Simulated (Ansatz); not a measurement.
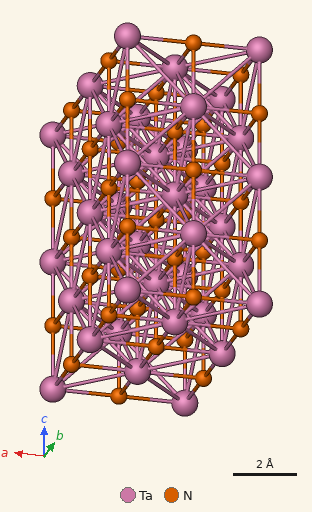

This is the input geometry for a relaxation of crystalline TaN (set up in Fm-3m). Style: ball-and-stick. Shown: the conventional cell (4 times the calculation's cell), repeated 1 × 2 × 2 with one cell outlined, from a free direction. Lengths and directions refer to the drawn axes.

Case: the second end member.

All numbers below come from DFT PBE, scalar-relativistic, plane waves, PAW in Ansatz 0.2.0.

Input
```yaml
crystal:
  lattice:
    - [0.0, 2.1962846579, 2.1962846579]
    - [2.1962846579, 0.0, 2.1962846579]
    - [2.1962846579, 2.1962846579, 0.0]
  atoms:
    - { symbol: Ta, position: [0.0, 0.0, 0.0] }
    - { symbol: "N", position: [0.5, 0.5, 0.5] }
basis:
  ecutwfc: 420
kpoints:
  mp_grid: { grid: [16, 16, 16] }
hamiltonian:
  xc: pbe
scf:
  occupations: { method: gaussian, width: 0.1 }
output:
  forces: true
  stress: true
  eigenvalues: true
  write_density: true
  write_potential: true
  elf: true
  volumetric_format: npy
relax:
  adjacent_minimum: "off"
  f_tol: 0.005
  max_steps: 80
  cell: { stress_tol: 0.05 }
```

Command:
```bash
ansatz run input.yaml --threads 2 --pin off --max-ram 5120MiB --backend cpu --events-out ev --progress --plain --runs-dir out
```

Q: What does the optimiser find from here?

A: The atoms keep their places relative to the cell (all moves are under 0.005 Å). The volume changes by +1.7 %, with a = b = c 4.393 → 4.417 Å (+0.6 %). Among the contacts that change: Ta1–Ta1 3.106 → 3.123 Å, Ta1–N2 2.196 → 2.209 Å. The space group stays Fm-3m (No. 225). Over 4 accepted moves (6 points after the start) the energy falls by 6.4 meV per cell of the calculation. All forces vanish by symmetry, so only the cell relaxes. The pressure goes from 5.75 to 0.00 GPa. The SCF was repeated twice at an unchanged geometry on a basis and grid sized afresh for the cell, which shifted the energy by 1.2 meV per cell of the calculation at most. The run took 14 s on 2 threads of Intel(R) Xeon(R) Platinum 8488C (Sapphire Rapids) (shared host), peak memory 0.42 GiB.

History of the run:

```json
{"step": "0", "E − E(0), meV/atom": "0.00", "pressure, GPa": "5.75", "volume, Å³/atom": "10.594", "note": ""}
{"step": "1", "E − E(0), meV/atom": "-1.86", "pressure, GPa": "-2.20", "volume, Å³/atom": "10.843", "note": ""}
{"step": "2", "E − E(0), meV/atom": "-2.57", "pressure, GPa": "-0.06", "volume, Å³/atom": "10.773", "note": ""}
{"step": "3", "E − E(0), meV/atom": "-2.57", "pressure, GPa": "0.00", "volume, Å³/atom": "10.771", "note": ""}
{"step": "4", "E − E(0), meV/atom": "-3.19", "pressure, GPa": "0.09", "volume, Å³/atom": "10.771", "note": "same geometry, new basis"}
{"step": "5", "E − E(0), meV/atom": "-3.18", "pressure, GPa": "0.00", "volume, Å³/atom": "10.774", "note": ""}
{"step": "6", "E − E(0), meV/atom": "-3.19", "pressure, GPa": "0.00", "volume, Å³/atom": "10.774", "note": "same geometry, new basis"}
```
